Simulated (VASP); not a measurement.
Band structure of SrTe (rock salt). Computed with revTPSS meta-GGA, VASP's PBE PAW potentials (set 64) (plane waves; VASP 6.6.1).

Unless said otherwise, spin-orbit coupling is left out, though it shifts the bands of the heavy elements here.

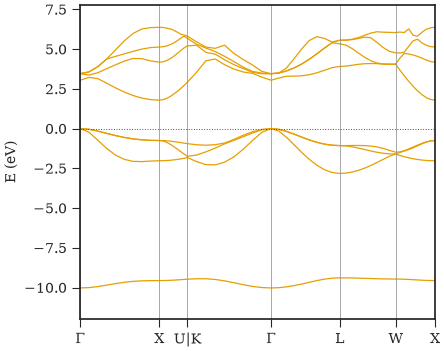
Bands along high-symmetry lines, zero at the valence-band maximum or, without a gap, the Fermi level

Q: Read the plot: is there a gap, and where are the band edges?

A: The gap is indirect, 1.79 eV, from the valence maximum at Γ to the conduction minimum at X.

The compound is SrTe in the rock salt structure. It was relaxed first.
